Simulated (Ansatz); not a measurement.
**Pressure series in AlNi**

The parent structure is AlNi in the CsCl type structure (space group Pm-3m, No. 221; a = 2.8927 Å; non-magnetic).

Cell and atoms are relaxed at each pressure.

All numbers come from Kohn–Sham DFT with the PBE functional, run in Ansatz (a first-principles code) with PAW and 420 eV plane waves, no spin-orbit coupling, earlier PAW set.

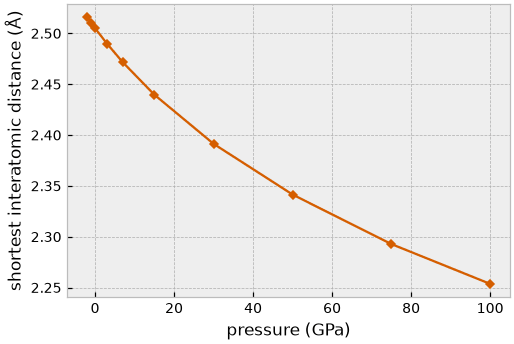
Figure. Shortest interatomic distance against pressure

Question: From the plot, what is the shortest interatomic distance for pressure 50 GPa?

Answer: About 2.34 Å.

Question: Is the trend monotonic over the range shown?

Answer: Yes, it falls throughout, spanning 2.254 Å to 2.516 Å.

Load acts through the strain it causes; cell and atoms are relaxed under it. No phonon test of stability was made. Competing high-pressure phases were not computed. Seeded moments were not kept for the base. All final runs are without spin polarisation.
